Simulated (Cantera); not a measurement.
Charge: 1 mol Zr, 1.8 mol NH3, 0.48 mol N2, held at 0.00430 bar.

Cantera equilibrium calculation (NASA polynomials, part measured and part estimated; ideal gas, pure solids and liquids). Candidate condensed phases: Zr, ZrN; 11 gas species. ZrN: taken at fixed stoichiometry. Rates play no part.

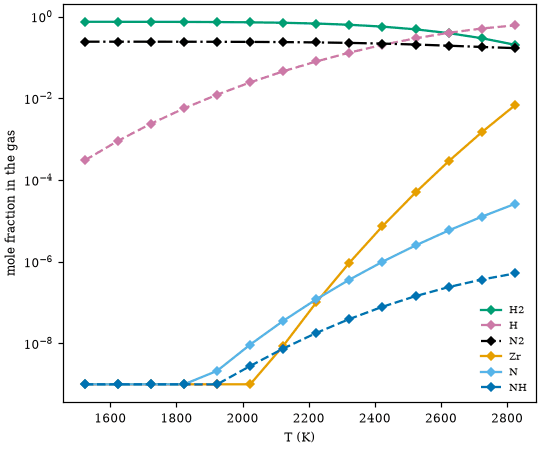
Figure. Equilibrium gas composition (values under 1e-9 drawn at 1e-9)

From 1523 K to 2823 K the condensed part is ZrN(s).
